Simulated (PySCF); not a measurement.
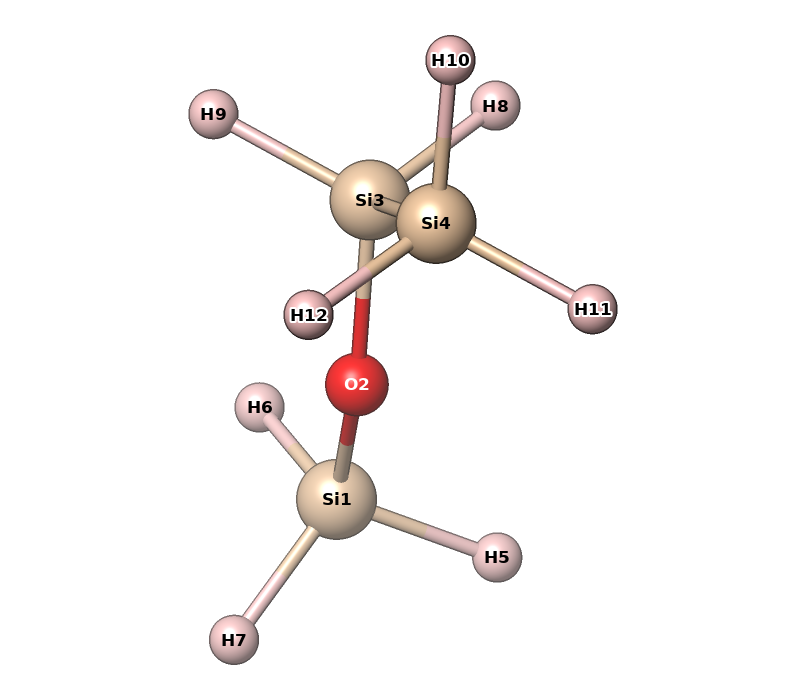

Si3 lies behind Si4. The molecule seen a little off the Si4–Si3 bond, Si4 in front. Depth is shown by fading: the farther an atom, the more it takes the colour of the background. The geometry was computed by an optimisation with PBE0-D3(BJ)/def2-SVP. No frequency run is at hand to confirm it as a minimum.

What is the torsion angle H10–Si4–Si3–O2? The sign is positive where the front bond must turn clockwise to cover the back bond.

Answer. 180°, antiperiplanar (anti). The bonds about Si4–Si3 are staggered.
